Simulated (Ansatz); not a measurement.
**Rh: stress in a strained cell**

Aim: deform Rh (equal xx and yy strain of -3 %) and compute stress, forces and field gradients with LAPW, PAW and all-electron datasets made for the crystal.

Computed with Ansatz 0.2.0 (DFT PBEsol, scalar-relativistic, unless a step's input says otherwise).

### 1 The system as given

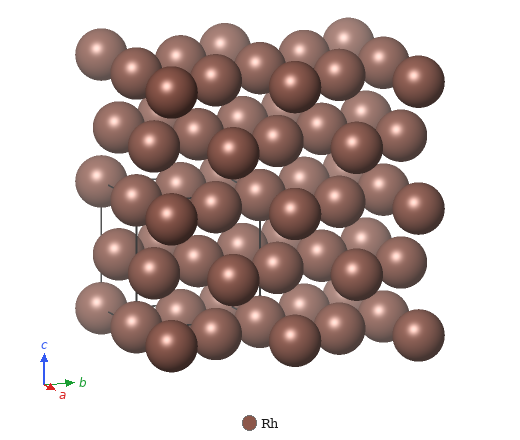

The starting structure, seen slightly off an axis (rhodium brown). 2×2×2 cells are drawn. Atoms on the faces are drawn again on the opposite ones. The cell drawn here is the conventional one.

Structure file:

```
CELL_PARAMETERS angstrom
0.00000 1.90155 1.90155
1.90155 0.00000 1.90155
1.90155 1.90155 0.00000
ATOMIC_POSITIONS crystal
Rh 0.00000 0.00000 0.00000
```

### 2 The deformed structure

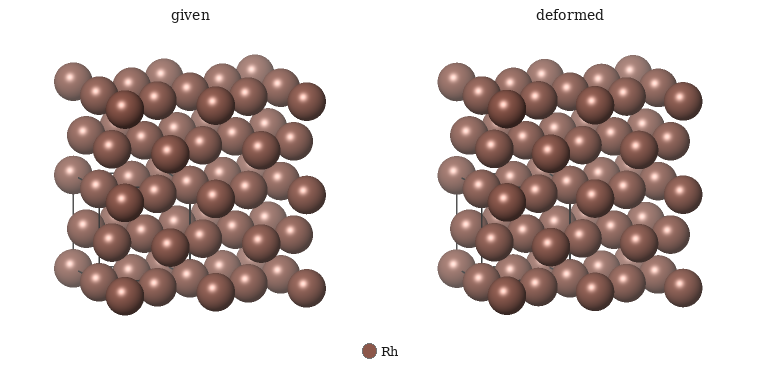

Given and deformed, at one scale.

Space group Fm-3m before, I4/mmm after.

### 3 All-electron LAPW

input.yaml

```yaml
crystal:
  lattice:
    - [0.0, 1.8445035, 1.90155]
    - [1.8445035, 0.0, 1.90155]
    - [1.8445035, 1.8445035, 0.0]
  atoms:
    - { symbol: Rh, position: [0.0, 0.0, 0.0] }
kpoints:
  mp_grid: { grid: [16, 16, 16] }
  band_path:
    path:
      - [0.0, 0.0, 0.0]
      - [0.0, 0.5, 0.5]
      - [0.25, 0.75, 0.5]
      - [0.0, 0.5, 0.0]
      - [0.0, 0.0, 0.0]
      - [0.5, 0.5, 0.0]
      - [0.3676125, 0.6323875, 0.0]
      - [-0.3676125, 0.3676125, 0.0]
      - [0.0, 0.0, 0.0]
    npoints: 5
scf:
  occupations: { method: fermi_dirac, width: 0.08 }
hamiltonian:
  xc: pbesol
  pseudopotentials: { kind: all_electron, lapw: { basis_error: 0.001 } }
output:
  forces: true
  stress: true
  eigenvalues: true
```

Started as:

```
> ansatz run input.yaml --threads 1 --pin off --max-ram 3072MiB --backend cpu --events-out ev --progress --plain --runs-dir out
```

Output (excerpt; [...] marks lines left out):

```text
LAPW: plane waves up to 8.811 Å⁻¹, error target 1.0e-3 eV per atom; small_component_spin mean_spin; Rh in spheres of 1.304 Å, 27 of its electrons in bands, Dirac shells []
[...]
Pseudopotentials: kind: all_electron
Pseudopotential: Rh, LAPW, valence charge 27, Koelling and Harmon's equation, gaussian nucleus
Functional definition: PBEsol
[...]
Crystal: 1 atoms, lattice volume = 12.939 Å³
Basis set: ecut = 295.7911440115744 eV, 153 PW (Γ), exchange–correlation at level 2
Bands: 18, of which v1, the nominal top of the filled ones, is band 14 counted from 1 (13 counted from 0)
Symmetry: 16 space group operations
Space group: I4/mmm (ITA 139), of the structure as read, at distance tolerance 2.3e-5 Å
k-points: 349 of 4096
[...]
SCF iter   1: F=—  HF=-130123.669127 eV  |F-HF|=—  |Δ(HF+E_count)|=         —  Δρ=4.40e-2  dr2=1.24e-1  ethr=4.56e-4  ⟨swp⟩=2.9  Hψ=41029  notcnv=0
[...]
the basis was enlarged: its passes take 414.3 KiB over the memory plan, 1 of 1 planned eigensolver slots
[...]
SCF iter   6: F=-130123.152700 eV  HF=-130123.152700 eV  |F-HF|=1.55e-8  |Δ(HF+E_count)|=   2.64e-7  Δρ=4.13e-6  dr2=1.41e-9  ethr=2.47e-9  ⟨swp⟩=2.2  Hψ=17560  notcnv=0
[...]
NSCF: frozen V_eff on 41 k-points
SCF converged after 6 iterations
Free energy (F): -130123.152700 eV
[...]
E sigma→0 (E₀):  -130123.139317 eV
Entropy (-TS):   -0.026766 eV (-26.766 meV/atom)
Fermi energy:    26.362056 eV
[...]
--- Forces (eV/Å), atoms counted from 1 ---
  atom   1  Rh    -0.00000000     0.00000000     0.00000000
[...]
--- Stress (GPa, compression-positive) ---
       17.467331       0.000000      -0.000000
        0.000000      17.467331      -0.000000
       -0.000000      -0.000000       8.474788
  P = ⅓ Tr σ = 14.4698 GPa (144.698 kbar)
--- Band table (eV; the first three rows and the last of 349) ---
  k-point 0: bands = ["-270.6963", "-270.6933", "-270.6933", "-270.6663", "-270.6657", "-52.6380", "-20.0441", "-20.0265", "-20.0265", "17.8638", "22.7282", "23.0955", "23.0955", "25.0624", "25.5107", "42.0144", "47.0088", "47.9929"]
[...]
```

Run time: 25 s. Hardware: 1 thread of Arm Neoverse V2, shared host; peak memory 0.49 GiB.

Read from it: pressure 14.47 GPa; no gap.

### 4 PAW with frozen cores

input.yaml

```yaml
crystal:
  lattice:
    - [0.0, 1.8445035, 1.90155]
    - [1.8445035, 0.0, 1.90155]
    - [1.8445035, 1.8445035, 0.0]
  atoms:
    - { symbol: Rh, position: [0.0, 0.0, 0.0] }
kpoints:
  mp_grid: { grid: [16, 16, 16] }
scf:
  occupations: { method: fermi_dirac, width: 0.08 }
hamiltonian:
  xc: pbesol
  pseudopotentials: { kind: paw }
output:
  forces: true
  stress: true
  eigenvalues: true
  efg: { contact_densities: true }
  write_density: true
  write_potential: true
  elf: true
  volumetric_format: npy
```

Started as:

```
> ansatz run input.yaml --threads 1 --pin off --max-ram 3072MiB --backend cpu --events-out ev --progress --plain --runs-dir out
```

Output (excerpt; [...] marks lines left out):

```text
Rh: output.efg is read without spin–orbit coupling, which moves field gradients at and beside such atoms by some per cent and up to a factor of two; PAW files take it under magnetization.noncollinear and magnetization.spin_orbit
[...]
Pseudopotentials: kind: paw
Pseudopotential: Rh, paw, valence charge 17, recommended cutoff 420 eV (normal)
[... 1 set-up line as earlier in the session ...]
[...]
Crystal: 1 atoms, lattice volume = 12.939 Å³
Basis set: ecut = 420 eV, 267 PW (Γ), exchange–correlation on 36×36×36 points (8 copies of the dense FFT grid, shifted against one another)
Bands: 13, of which v1, the nominal top of the filled ones, is band 9 counted from 1 (8 counted from 0)
[... 2 set-up lines as earlier in the session ...]
k-points: 349 of 4096
[...]
SCF converged after 6 iterations
Free energy (F): -6338.727554 eV
[...]
E sigma→0 (E₀):  -6338.714157 eV
Entropy (-TS):   -0.026795 eV (-26.795 meV/atom)
Fermi energy:    24.037710 eV
[...]
--- Forces (eV/Å), atoms counted from 1 ---
  atom   1  Rh    -0.00000000    -0.00000000    -0.00000000
[...]
--- Stress (GPa, compression-positive) ---
       17.480754       0.000000      -0.000000
        0.000000      17.480754      -0.000000
       -0.000000      -0.000000       8.486151
  P = ⅓ Tr σ = 14.4826 GPa (144.826 kbar)
--- PAW observables at the nuclei: V_zz in 10²¹ V/m², potentials from the cell's mean, atoms counted from 1 ---
  atom   1  Rh V_zz =    +0.268256   η = 0.0000   by run symmetry: allowed
            electrostatic potential = -7031.396186 V   contact ρ = 788688.245447 e/Å³
--- Band table (eV; the first three rows and the last of 349) ---
  k-point 0: bands = ["-54.9613", "-22.3736", "-22.3559", "-22.3559", "15.5356", "20.4025", "20.7695", "20.7695", "22.7354", "23.1836", "39.7070", "44.6903", "45.6766"]
[...]
```

Run time: 4.7 s. Hardware: 1 thread of Arm Neoverse V2, shared host; peak memory 0.38 GiB.

Read from it: pressure 14.48 GPa; no gap; Vzz Rh 0.27 (η = 0.00) (10²¹ V/m²).

The fields are shown in the conventional cell of this run's space group, carried over from its grid by interpolation.

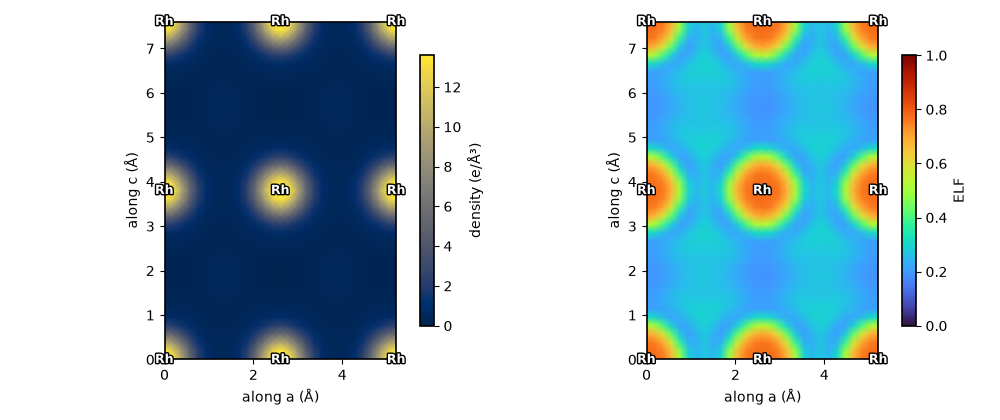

Density (left) and ELF (right) in a lattice plane of the grid's cell (edges 2.61 and 3.80 Å, at 0.000 of the third edge), which holds Rh. Only atoms in the plane are labelled; the density scale stops at 13.60 e/Å³. Both are smooth fields of the valence electrons: close to the nuclei they are not physical.

### 5 Datasets made for this crystal

input.yaml, as its differences from that of step 4:

```diff
@@ -13,3 +13,3 @@
   xc: pbesol
-  pseudopotentials: { kind: paw }
+  pseudopotentials: { kind: all_electron, datasets: crystal }
 output:
@@ -19,5 +19 @@
   efg: { contact_densities: true }
-  write_density: true
-  write_potential: true
-  elf: true
-  volumetric_format: npy
```

Started as:

```
> ansatz run input.yaml --threads 1 --pin off --max-ram 3072MiB --backend cpu --events-out ev --progress --plain --runs-dir out
```

Output (excerpt; [...] marks lines left out):

```text
[...]
Rh: output.efg is read without spin–orbit coupling, which moves field gradients at and beside such atoms by some per cent and up to a factor of two; PAW files take it under magnetization.noncollinear and magnetization.spin_orbit
[...]
[... 1 set-up line as earlier in the session ...]
Pseudopotential: Rh, paw, valence charge 17, recommended cutoff 320 eV (normal), Koelling and Harmon's equation, gaussian nucleus
[... 1 set-up line as earlier in the session ...]
[...]
Crystal: 1 atoms, lattice volume = 12.939 Å³
Basis set: ecut = 320 eV, 169 PW (Γ), exchange–correlation on 32×32×32 points (8 copies of the dense FFT grid, shifted against one another)
Bands: 9, of which v1, the nominal top of the filled ones, is band 5 counted from 1 (4 counted from 0)
[... 2 set-up lines as earlier in the session ...]
k-points: 349 of 4096
[...]
Fermi energy:    26.362195 eV
[...]
  The terms above E_closure are by the made datasets' own strengths, without shells solved beside the bands.
--- Forces (eV/Å), atoms counted from 1 ---
  atom   1  Rh    -0.00000000    -0.00000000     0.00000000
[...]
--- Stress (GPa, compression-positive) ---
       17.468924       0.000000      -0.000000
        0.000000      17.468924      -0.000000
       -0.000000      -0.000000       8.474946
  P = ⅓ Tr σ = 14.4709 GPa (144.709 kbar)
  It holds what live shells' own plane waves past their cutoff add
--- PAW observables at the nuclei: V_zz in 10²¹ V/m², potentials from the cell's mean, atoms counted from 1 ---
  atom   1  Rh V_zz =    +0.268192   η = 0.0000   by run symmetry: allowed
            electrostatic potential = -7029.519309 V   contact ρ = 788710.216662 e/Å³
--- Band table (eV; the first three rows and the last of 349) ---
  k-point 0: bands = ["17.8638", "22.7285", "23.0957", "23.0957", "25.0625", "25.5109", "42.0144"]
[...]
```

It took 12 s on 1 thread of Arm Neoverse V2, shared host; peak memory 0.5 GiB.

In short: pressure 14.47 GPa; no gap; Vzz Rh 0.27 (η = 0.00) (10²¹ V/m²).

### 6 Stress and forces compared

Stress (GPa, compression positive):

```
          method     xx     yy    zz    yz    xz    xy
            LAPW  17.47  17.47  8.47  0.00  0.00  0.00
             PAW  17.48  17.48  8.49  0.00  0.00  0.00
crystal datasets  17.47  17.47  8.47  0.00  0.00  0.00
```

| method | pressure (GPa) | Vzz Rh (10²¹ V/m²) | SCF cycles, all passes |
| --- | --- | --- | --- |
| LAPW | 14.47 | – | 6 |
| PAW | 14.48 | 0.27 | 6 |
| crystal datasets | 14.47 | 0.27 | 7 |

### 7 Summary of results

```
                                 quantity                                              value
                                 pressure  LAPW 14.47, PAW 14.48, crystal datasets 14.47 GPa
largest shear or deviatoric stress (LAPW)                                           6.00 GPa
```

**Reading.** The largest part of the stress beyond the pressure is 6.00 GPa in size, in the zz component. No run of the undeformed cell stands beside it, so the pressure holds what the given cell had before the change. PAW: stress within 0.01 GPa of LAPW. Crystal datasets: stress within 0.01 GPa of LAPW.
